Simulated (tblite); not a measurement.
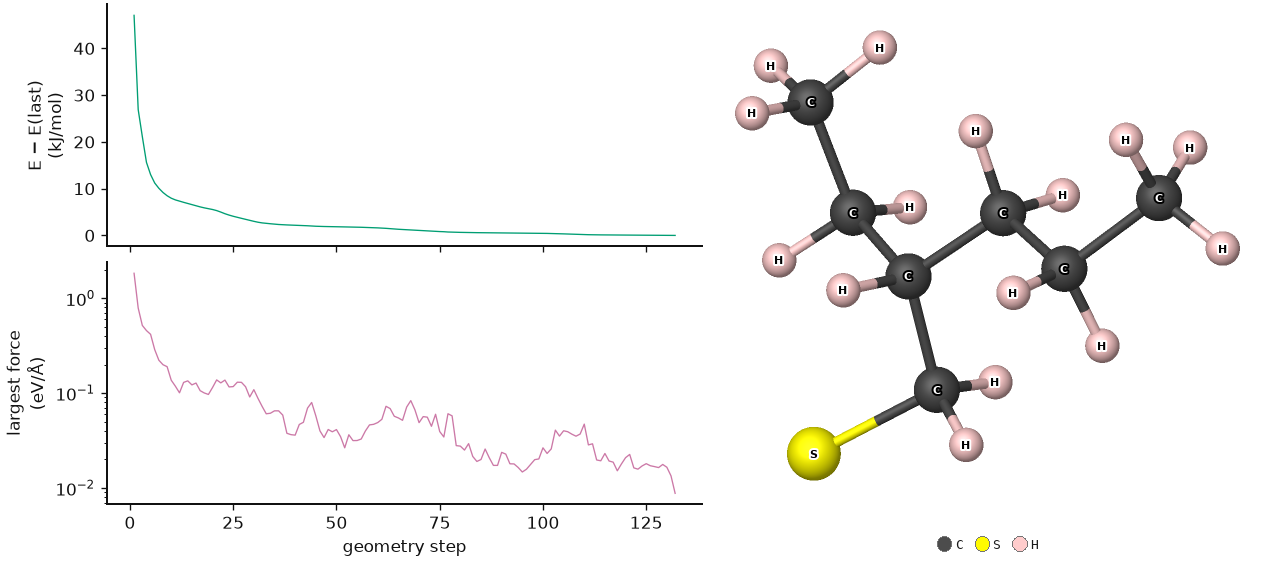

Beside the plot: the molecule at the start.

History of a geometry optimisation.

The run: C7H15S (SMILES CCC[C@@H](CC)C[S-]) (charge −1), by GFN2-xTB geometry optimisation, gas phase in tblite.

Q: How did the optimisation end?

A: The optimisation met its thresholds at geometry 132, counting the start as the first. The energy fell by about 47 kJ/mol from the first step to the last. The largest force goes from about 1.8 eV/Å at the start to 9 × 10⁻³ eV/Å at the end.
